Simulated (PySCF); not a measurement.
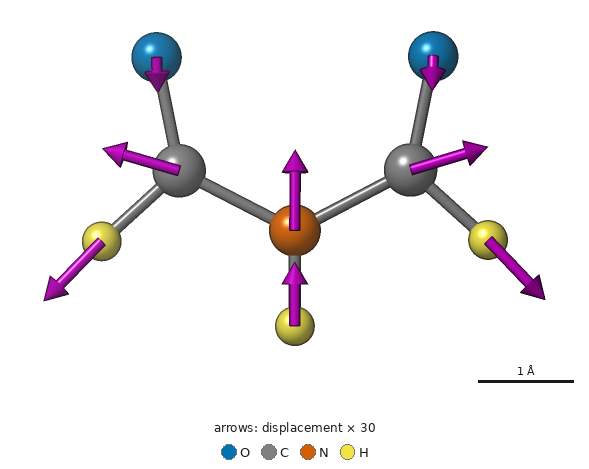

A relaxation of C2H3NO2. The starting structure is drawn; purple arrows show the displacements, 30 times their true length. The two geometries are superimposed by the best rigid fit.

Style: ball-and-stick. Shown at a tilt.

The start comes from MMFF94s.

All numbers below come from PBE0-D3(BJ)/def2-SVP geometry optimisation, gas phase (PySCF 2.14.0, density-fitted response routines). 

What did the optimiser do to the structure, and how much energy did it gain?

Answer. After 10 geometry steps the energy has fallen by 2.25 kcal/mol. The largest force component goes from 2 to 0.0095 eV/Å. The largest moves after the best rigid fit, 0.030 Å, are those of H atoms. Largest moves by element: H 0.030 Å, N 0.029 Å, C 0.029 Å, O 0.013 Å. Some distances before and after: C–O 1.220 → 1.195 Å, C–N 1.376 → 1.391 Å, C–H 1.104 → 1.118 Å, H–N 1.009 → 1.014 Å. Bond angles that change, for instance: C–N–C 125.2° → 127.8°, O–C–H 120.9° → 123.3°, O–C–N 128.7° → 126.3°.
